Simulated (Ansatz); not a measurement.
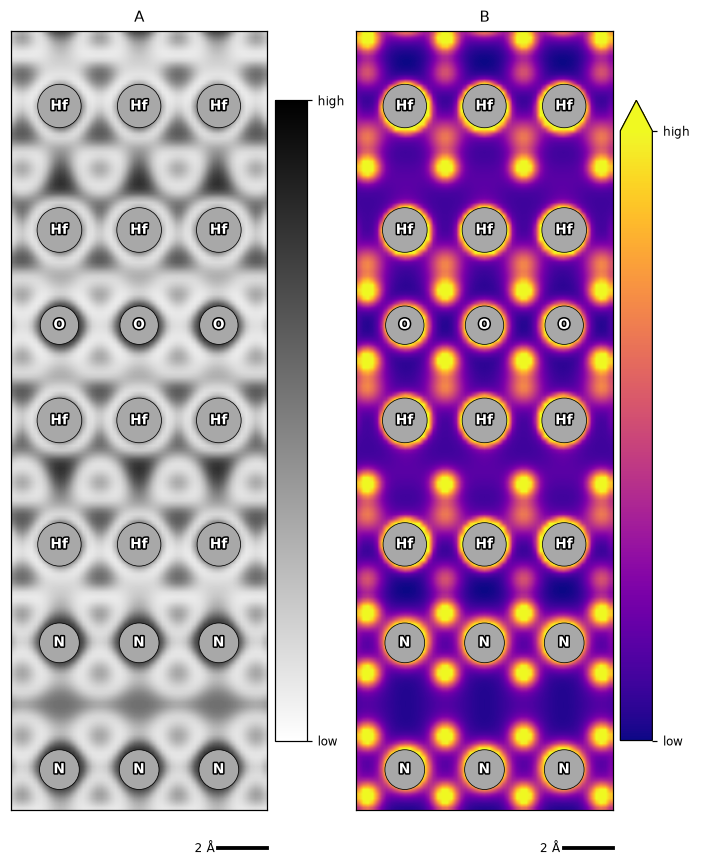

Hf₄N₂O: 2 fields on the (100) plane of the conventional cell, with unlabelled colour scales. Grey discs cover the atomic cores.

Space group R-3m; a generated structure, not necessarily the stable one.

Level of theory: DFT PBE, scalar-relativistic, plane waves, PAW in Ansatz.

```cif
data_structure
_symmetry_space_group_name_H-M 'P 1'
_symmetry_Int_Tables_number 1
_cell_length_a 3.2511
_cell_length_b 3.2511
_cell_length_c 31.0839
_cell_angle_alpha 90.000
_cell_angle_beta 90.000
_cell_angle_gamma 120.000
_cell_volume 284.52
loop_
_atom_site_label
_atom_site_type_symbol
_atom_site_fract_x
_atom_site_fract_y
_atom_site_fract_z
_atom_site_occupancy
Hf1 Hf 0.66667 0.33333 0.20840 1
Hf2 Hf 0.33333 0.66667 0.54174 1
Hf3 Hf 0.00000 0.00000 0.87507 1
Hf4 Hf 0.00000 0.00000 0.12493 1
Hf5 Hf 0.66667 0.33333 0.45826 1
Hf6 Hf 0.33333 0.66667 0.79160 1
Hf7 Hf 0.66667 0.33333 0.04570 1
Hf8 Hf 0.33333 0.66667 0.37904 1
Hf9 Hf 0.00000 0.00000 0.71237 1
Hf10 Hf 0.00000 0.00000 0.28763 1
Hf11 Hf 0.66667 0.33333 0.62096 1
Hf12 Hf 0.33333 0.66667 0.95430 1
N1 N 0.33333 0.66667 0.24983 1
N2 N 0.00000 0.00000 0.58317 1
N3 N 0.66667 0.33333 0.91650 1
N4 N 0.33333 0.66667 0.08350 1
N5 N 0.00000 0.00000 0.41683 1
N6 N 0.66667 0.33333 0.75017 1
O1 O 0.00000 0.00000 0.00000 1
O2 O 0.66667 0.33333 0.33333 1
O3 O 0.33333 0.66667 0.66667 1
```

Question: Which field does each panel show? The fields are: electron localisation function and valence pseudo-density.

Answer: Panel A: electron localisation function. Panel B: valence pseudo-density.
